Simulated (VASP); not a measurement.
Shape and ions are relaxed at each volume.

Energy against volume of CdS (wurtzite). Method: PW91 GGA, VASP's PBE PAW potentials (set 64) (plane waves; VASP).

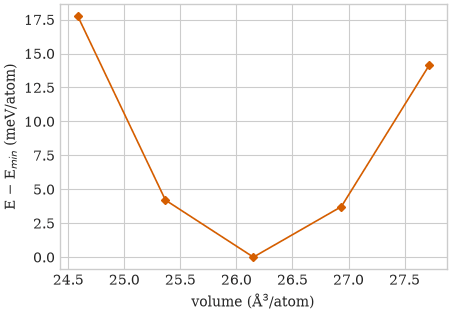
*Energy against volume*

Estimate the equilibrium volume and the bulk modulus.

The minimum lies near 26.2 Å³/atom, and the curvature gives B0 of about 54 GPa.

Measured: bulk modulus 60.7 GPa (computed value off by -11.3 %), as given by Cormac Toher et al., Physical Review Materials (2017), arXiv:1611.05714. The calculation is for a static lattice, while the measured bulk modulus holds thermal and zero-point effects, which are part of the difference.

The compound is CdS in the wurtzite structure. It was relaxed first.
